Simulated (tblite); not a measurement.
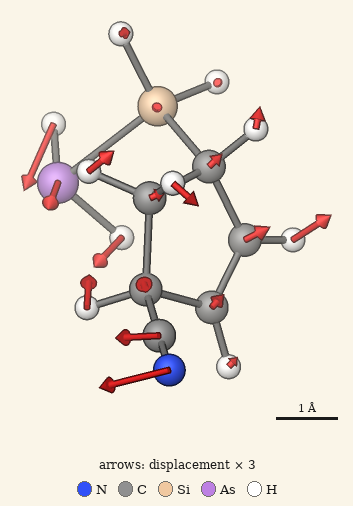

This is a relaxation of C$_{6}$H$_{10}$AsNSi. The starting structure is drawn; red arrows show the displacements, 3 times their true length. The two geometries are superimposed by the best rigid fit.

The picture is a ball-and-stick view, seen from a free direction.

These are results of tblite, GFN2-xTB geometry optimisation, gas phase, not measurements. 

What happened in the run?

Answer. The atom that moves furthest after the best rigid fit is the N atom (0.48 Å). Largest moves by element: N 0.48 Å, H 0.45 Å, C 0.33 Å, As 0.31 Å, Si 0.05 Å. Among the contacts that change: As–H 1.556 → 1.498 Å, C–C 1.481 → 1.441 Å, C–Si 1.887 → 1.926 Å, C–H 1.112 → 1.093 Å. Among the angles between lasting bonds that change: As–Si–H 109.1° → 117.5°, C–C–H 124.8° → 121.3°, C–C–H 122.4° → 125.6°. Over 134 geometry steps the energy falls by 4.67 kcal/mol.
